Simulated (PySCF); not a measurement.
**C2H4O, charge +1, doublet, SMILES `[CH2][O+]=C`: what the electrons do**

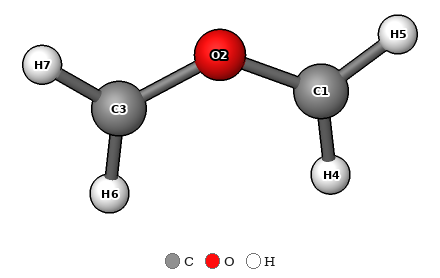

The molecule, with its atoms numbered as below. No frequency check shows the geometry to be a minimum.

Coordinates in Å:

```
C1      -1.1465    0.1574    0.0000
O2       0.0000   -0.4237    0.0000
C3       1.1465    0.1574    0.0000
H4      -1.2539    1.2416    0.0000
H5      -2.0177   -0.4914    0.0000
H6       1.2539    1.2416    0.0000
H7       2.0177   -0.4914    0.0000
```

Part 1: Bonding charge

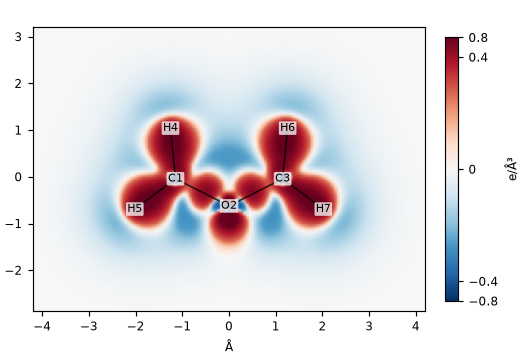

Deformation density (molecule less spherical, spin-averaged free atoms) in the molecular plane; colour scale in e/Å³, logarithmic beyond ±0.1; red: gain, blue: loss.

PySCF calculation, PBE0/cc-pVTZ, gas phase; geometry: GFN2-xTB. The stability of the open-shell solution wasn't checked. GFN2-xTB doesn't know the spin state, so this open-shell geometry is rough.

**Describe the bonding that the map shows.**

C1–H5 and C3–H7: +0.90 e/Å³ at the bond critical point (bond length 1.09 Å, Mayer order 0.9). C1–H4 and C3–H6: +0.88 e/Å³ at the bond critical point (bond length 1.09 Å, Mayer order 0.9). C1–O2 and O2–C3: +0.22 e/Å³ at the bond critical point (bond length 1.28 Å, Mayer order 1.3). In all, 1.3 electrons gather in the regions of gain relative to the promolecule of neutral atoms (the regions of loss give up this much and the cation's charge besides).

Part 2: Bond critical points

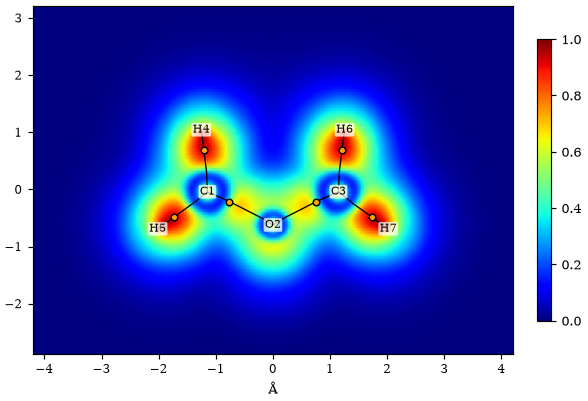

Localised orbital locator (LOL) in the molecular plane, with bond paths and bond critical points (dots).

**What values does LOL take at the bond critical points in this plane?**

C1–H5 and C3–H7: about 0.94; C1–H4 and C3–H6: about 0.93; C1–O2 and O2–C3: about 0.44. Values above 0.5 mark slow, localised electrons, as in shared pairs; low values at a critical point mark a polar or closed-shell contact whose critical point lies between the shells.

**Where along C1–H5 does the critical point lie?**

0.74 Å from C1 and 0.35 Å from H5.

Part 3: Local ionisation energy

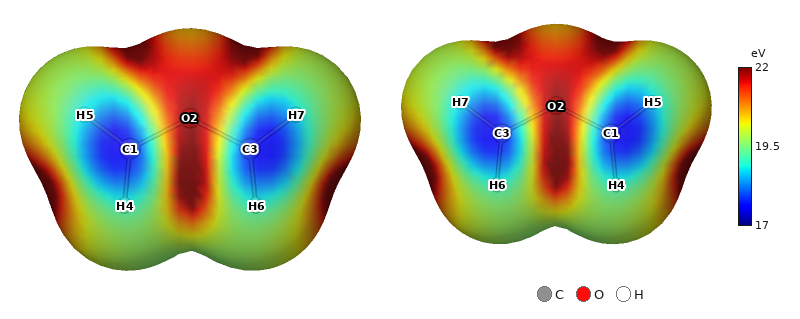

Average local ionisation energy on the surface of electron density 0.001 a.u. (back view left, front view right).

**Where are the most loosely bound electrons on this surface?**

The lowest value is 17.6 eV, off the molecular plane, over C1 (1.8 Å), and at like points elsewhere. Further minima include 19.6 eV, 1.3 Å from H4; 20.5 eV, 1.7 Å from O2. For comparison, the highest occupied orbital lies at −13.8 eV.

**What volume does the surface enclose?**

About 60 Å³.

Part 4: Spin density

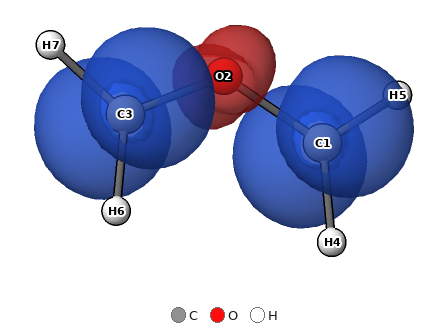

Spin density ρα − ρβ at ±0.05 e/Å³ (blue: excess α, red: excess β).

**How is the spin shared among the atoms?**

Hirshfeld spin populations: C1 and C3 +0.47. Spin polarisation leaves negative spin on O2 (−0.03). ⟨S²⟩ = 0.77, against 0.75 for a pure state. The picture also shows regions of β spin from spin polarisation; the Hirshfeld sums, whose atoms overlap, net them against the α spin of neighbours.

Part 5: In an electric field

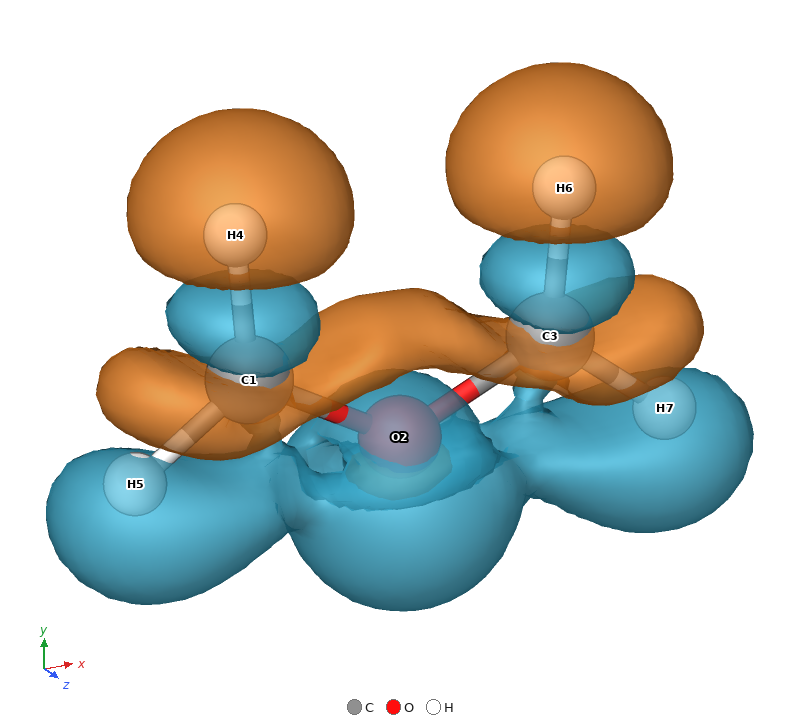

Change of the electron density in a uniform field of 0.26 V/Å, surfaces at ±0.0015 e/Å³ (light blue: gain, orange: loss).

Computed with PySCF, B3LYP/aug-cc-pVDZ, geometry: GFN2-xTB. The stability of the open-shell solution wasn't checked. GFN2-xTB doesn't know the spin state, so this open-shell geometry is rough.

**Along which Cartesian direction does the field point?**

Along +y: electrons gather on the −y side, against the field.

**How large is the response?**

The induced dipole is 0.28 D (along the field); α along this axis, from the fields in both directions, is 22 bohr³ (3.3 Å³).

**Which atoms gain and lose the most charge?**

Electrons gather most on O2 (Hirshfeld charge changes by −0.008 e) and leave H4 and H6 alike most (+0.008 e); 0.033 electrons are displaced in all.

The PySCF runs shown took 17 s and 23 s on 1 thread of Arm Neoverse V2 (shared host).
